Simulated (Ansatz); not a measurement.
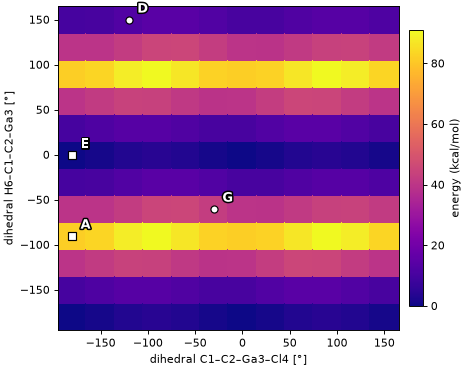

C2H3Cl2Ga, SMILES C=[CH][Ga]([Cl])[Cl]. Coordinates scanned: (1) dihedral C1–C2–Ga3–Cl4; (2) dihedral H6–C1–C2–Ga3. Nothing is relaxed (all other coordinates rigid). Grid: 12 × 12 points. Energies: kcal/mol, counted from the lowest grid point. Energies and slopes of some neighbouring points disagree (a jump in structure or state, or too coarse a mesh). The dihedral twists a double bond; near 90° a spin-restricted reference is unreliable. Theory: RKS r2SCAN-D4/def2-SVP in Ansatz 0.2.0.

The picture shows one coloured cell a grid point, lettered points.

Question: Is D the lowest point of the computed grid?

Answer: No. D lies 13 kcal/mol above the lowest grid point, which is at dihedral C1–C2–Ga3–Cl4 = −180°, dihedral H6–C1–C2–Ga3 = 0°.

Question: Rank the lettered points by energy, lowest first.

Answer: E (0 kcal/mol), D (13 kcal/mol), G (43 kcal/mol), A (82 kcal/mol).
